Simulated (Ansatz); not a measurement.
# CH6OSi: the cost of one run

Method: PBE0-D4/def2-TZVP structures, single points in def2-TZVPP, no counterpoise correction; program: Ansatz 0.2.0, Gaussian basis.

Levels: SPW92, PBE-D4, BLYP-D4, r2SCAN-D4, B97M-V, PBE0-D4, B3LYP-D4, r2SCAN0-D4, BHLYP-D4, CAM-B3LYP-D4, wB97X-V, wB97M-V, B2PLYP, PBE-QIDH, RPA on PBE, Hartree-Fock, MP2, CCSD, CCSD(T).

Correlated methods freeze the cores. B3LYP uses VWN-RPA correlation. B2PLYP carries no dispersion term here.

94 further runs of the same task are left out: 94 set aside as unsound or not needed. Runs told in other sessions of the task aren't counted.

## 1. Where the work starts

The complex: 14 atoms, charge 0, spin multiplicity 1.

Atoms are counted from 1 here; the program's logs count them from 0.

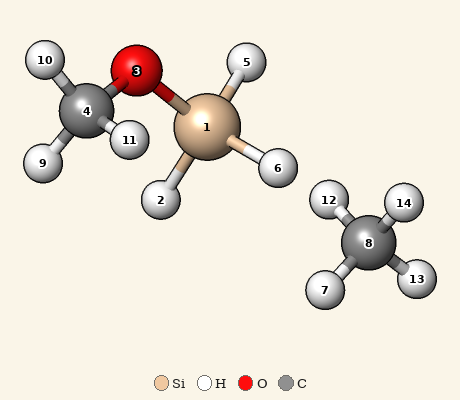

As it starts; silicon light orange, hydrogen white, oxygen red, carbon grey; atoms are numbered from 1 in the order of the file.

As a file:

```xyz
14

Si   -0.5476   -0.3127    0.2226
H     0.6059   -1.0288   -0.3912
O    -1.2928   -1.2588    1.3397
C    -0.6222   -1.7549    2.4740
H    -1.5665    0.0033   -0.8034
H    -0.0325    0.9377    0.8483
H     1.7276    1.3364   -1.8030
C     0.9611    1.8196   -2.4088
H     0.2238   -2.3939    2.1938
H    -1.3272   -2.3513    3.0555
H    -0.2495   -0.9421    3.1086
H     0.3711    1.0617   -2.9237
H     1.4375    2.4678   -3.1438
H     0.3114    2.4162   -1.7687
```

Its parts: CH₆OSi holds atoms 1, 2, 3, 4, 5, 6, 9, 10, 11; CH₄ holds atoms 7, 8, 12, 13, 14. Each part counts its atoms afresh in its own runs.

## 2. Relaxing CH₆OSi alone

relax-a/in.yaml

```yaml
crystal:
  periodic: [false, false, false]
  atoms:
    - {symbol: Si, position_ang: [-0.547644, -0.312674, 0.222638]}
    - {symbol: H, position_ang: [0.605889, -1.028811, -0.391225]}
    - {symbol: O, position_ang: [-1.292800, -1.258819, 1.339750]}
    - {symbol: C, position_ang: [-0.622223, -1.754949, 2.473954]}
    - {symbol: H, position_ang: [-1.566528, 0.003269, -0.803441]}
    - {symbol: H, position_ang: [-0.032471, 0.937733, 0.848349]}
    - {symbol: H, position_ang: [0.223797, -2.393882, 2.193751]}
    - {symbol: H, position_ang: [-1.327201, -2.351284, 3.055549]}
    - {symbol: H, position_ang: [-0.249459, -0.942062, 3.108597]}
basis:
  gaussian: {orbitals: def2-TZVP}
hamiltonian: {xc: pbe0, dispersion: d4}
relax: {f_tol: 0.005, max_steps: 200}
```

Launch:

```bash
$ ansatz run in.yaml --threads 8 --pin off --events-out ev --progress --plain --max-ram 19148MiB
```

**Question.** How long does this run take on 8 threads of Intel Xeon 6975P-C, shared host?

About 1.9 s.
